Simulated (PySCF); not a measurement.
System: C$_{4}$H$_{8}$F$_{2}$Si.

The calculation's input:

```
{"job": {"kind": "nmr", "xc": "PBE0", "basis": "pcSseg-1"}, "charge": 0, "multiplicity": 1}
F     -1.496857    -1.995062     0.486560
C     -0.686312    -0.880222     0.596878
C     -1.380716     0.339064    -0.004029
Si     0.029160     1.559453    -0.389612
C      1.385265     0.203214    -0.175342
F      2.019033     0.398567     1.050304
C      0.630446    -1.118179    -0.138762
H     -0.504636    -0.747206     1.669765
H     -2.148165     0.716469     0.668360
H     -1.886811     0.022235    -0.917322
H     -0.001251     2.060697    -1.763817
H      0.213855     2.599520     0.616946
H      2.192768     0.180472    -0.911789
H      1.217533    -1.897167     0.350232
H      0.412274    -1.433866    -1.160284
```

Command:

```sh
OMP_NUM_THREADS=1 python probes_run.py task.json out
```

Geometry: GFN2-xTB.

Computed with PBE0/pcSseg-1, SCF density, gas phase, non-relativistic (PySCF 2.14.0).

Question: Predict the electron density and electron localisation function between the atoms.

Answer: C–Si (1.90 Å): ρ is about 0.91 e/Å³ halfway; the ELF peaks at about 0.95 between the atoms, as expected for a covalent bond.

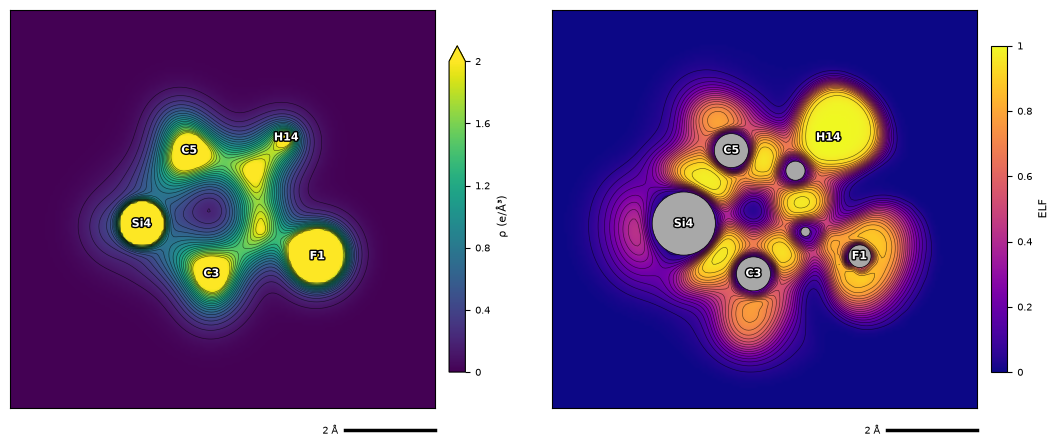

Computed electron density and electron localisation function on the plane of atoms C3, Si4 and C5, in this order. Grey discs cover the atomic cores in the ELF map. 
